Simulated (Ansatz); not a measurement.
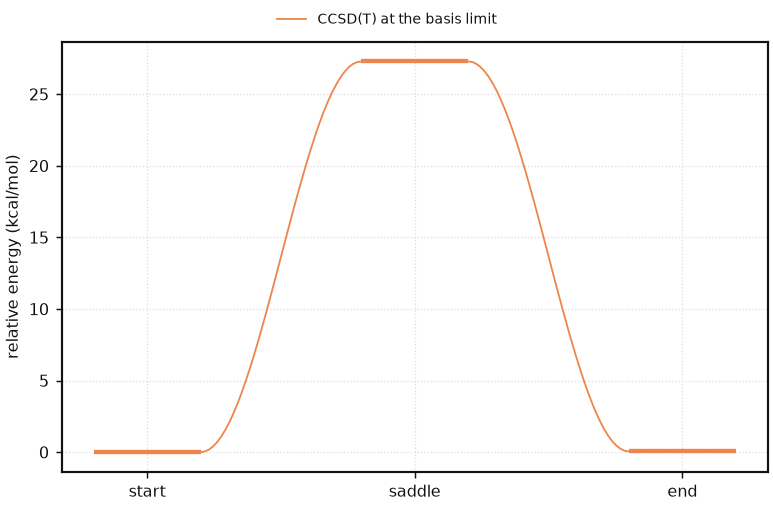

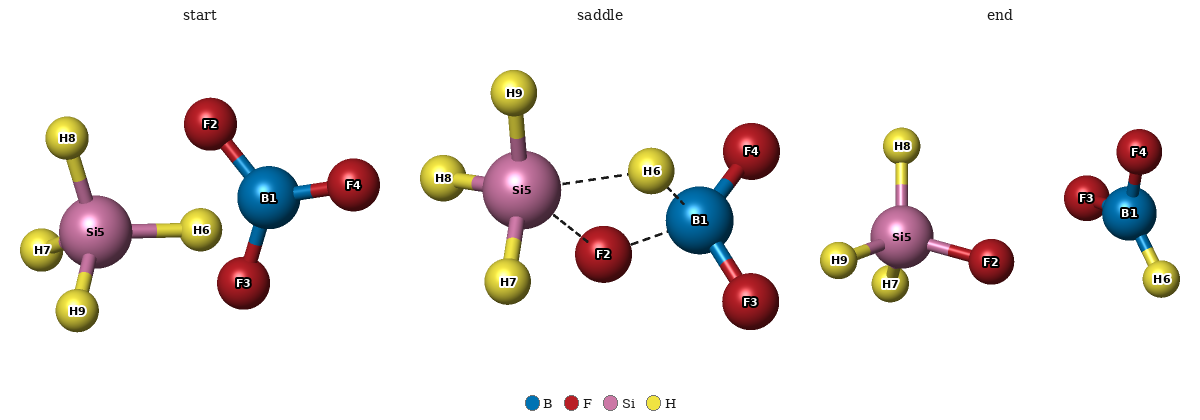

One elementary step of BSiH₄F₃: start, first-order saddle point (changing pairs dashed) and end. Electronic energies at PBE0-D4/def2-TZVP geometries, energies in def2-TZVPP, the Ansatz code; cores frozen in correlated methods, no zero-point terms. Start and end are the structures at the ends of the path (complexes, where there are several molecules). The limit is the MP2 basis limit plus CCSD(T) less MP2 in triple zeta. Lines between the levels only guide the eye.

In the step B1–H6 (2.62 → 1.33 → 1.19 Å) and F2–Si5 (3.61 → 1.91 → 1.61 Å) form; B1–F2 (1.31 → 1.50 → 2.59 Å) and Si5–H6 (1.49 → 1.72 → 4.24 Å) break (lengths at start, saddle and end; changes of bond order aren't listed).

> What are the heights of saddle and end over the start, in kcal/mol?

| level | barrier | reverse barrier | step energy |
| --- | --- | --- | --- |
| CCSD(T) at the basis limit | 27.3 | 27.2 | 0.1 |
